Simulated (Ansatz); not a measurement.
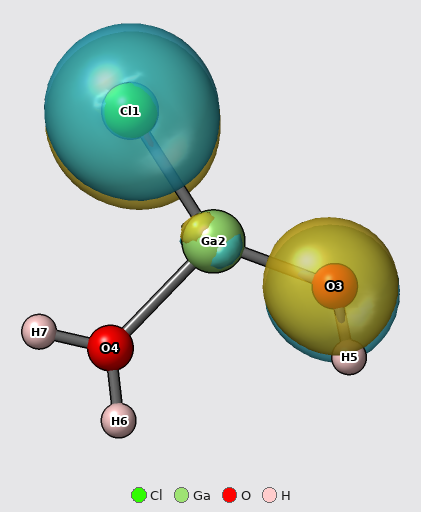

Figure 1: ClGaH$_{3}$O$_{2}$ (SMILES [OH][Ga]([OH2+])[Cl]) (charge +1). One frontier orbital at ±0.1 Å⁻³ᐟ² (yellow and cyan are the two phases), seen across its widest extent.

Geometry: r2SCAN-D4/def2-SVP.

Method: isolated molecule in a Gaussian basis; Kohn-Sham density functional theory, functional PBE0 in Ansatz 0.2.0.

```xyz
7

Cl    1.3935   -2.7095    1.9634
Ga    1.2912   -0.6427    1.9324
O     1.8606    0.7744    2.7343
O     0.0886   -0.2604    0.4117
H     1.6100    1.6622    2.4388
H    -0.2244    0.5951    0.0672
H    -0.2965   -0.9841   -0.1173
```

**Which orbital is it: HOMO or LUMO?**

The HOMO, at −14.47 eV. Its weight (Hirshfeld) is mainly on Cl1 (about 60 %), O3 (about 30 %) and Ga2 (about 10 %); it changes sign across the molecular plane (π type).
